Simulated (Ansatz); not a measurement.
# A computed series for Ru: pressure series

The reference is Ru in the hcp (Mg type) structure (space group P6_3/mmc, No. 194; a = 2.692 Å, c = 4.246 Å).

Cell and atoms are relaxed at each pressure.

Method: DFT with PBEsol, PAW potentials and a 420 eV plane-wave cutoff in Ansatz (a first-principles code), scalar-relativistic without spin-orbit coupling.

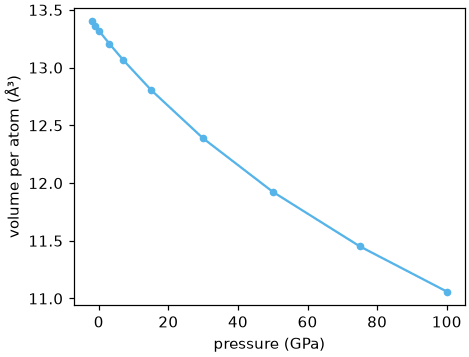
Volume per atom against pressure

```json
[
 {"pressure (GPa)": "-2", "volume per atom": "13.40 Å³"},
 {"pressure (GPa)": "-1", "volume per atom": "13.36 Å³"},
 {"pressure (GPa)": "3", "volume per atom": "13.21 Å³"},
 {"pressure (GPa)": "7", "volume per atom": "13.07 Å³"},
 {"pressure (GPa)": "15", "volume per atom": "12.81 Å³"},
 {"pressure (GPa)": "30", "volume per atom": "12.39 Å³"},
 {"pressure (GPa)": "50", "volume per atom": "11.92 Å³"},
 {"pressure (GPa)": "75", "volume per atom": "11.45 Å³"},
 {"pressure (GPa)": "100", "volume per atom": "11.06 Å³"}
]
```

Load acts through the strain it causes; cell and atoms are relaxed under it. No phonon test of stability was made. No other phases were tried under pressure. All final runs are without spin polarisation.
